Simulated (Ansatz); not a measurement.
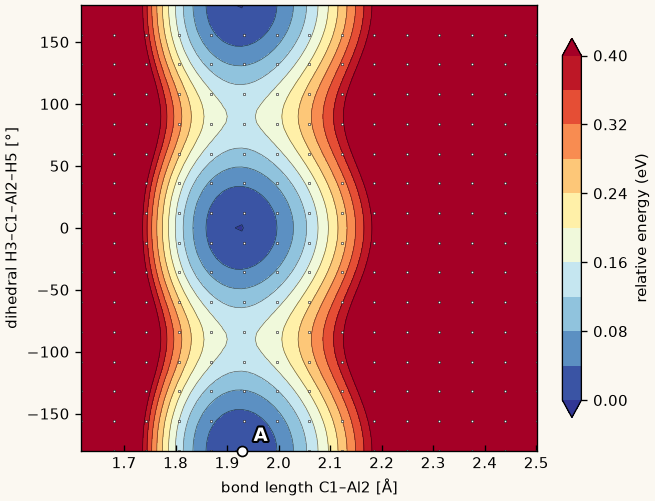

CH4Al, SMILES [CH2][AlH2], spin multiplicity 2. The first coordinate is: bond length C1–Al2; the second: dihedral H3–C1–Al2–H5. Nothing is relaxed (all other coordinates rigid). The grid has 15 × 15 points; 120 points were computed and 105 follow by symmetry. Points are written as (first, second). Energies are in eV, from the lowest grid point. The calculation used UKS PBE0-D4/def2-TZVP (Ansatz).

The picture shows filled contours, dots at the grid points, one colour for all values above the top of the scale, the point A. Between grid points the surface is interpolated.

> What is the easiest way out of the well at A, and how high is the barrier?

The easiest path leads from the well at (1.933 Å, −180°) to a well of about the same depth at about (1.93 Å, 0°). Its highest point lies about 0.15 eV above the bottom of the first well on the interpolated surface, at about (1.93 Å, 90°). The start is the relaxed structure and all else is held, so a fully relaxed path at this level can only be lower.

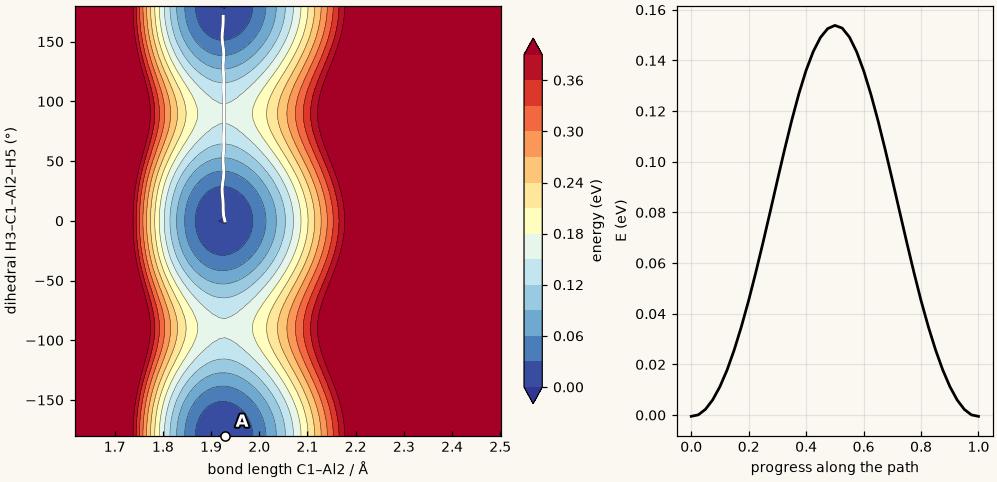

The picture shows filled contours, a line along the lowest path, one colour for all values above the top of the scale, the energy along the path at the right. Between grid points the surface is interpolated.
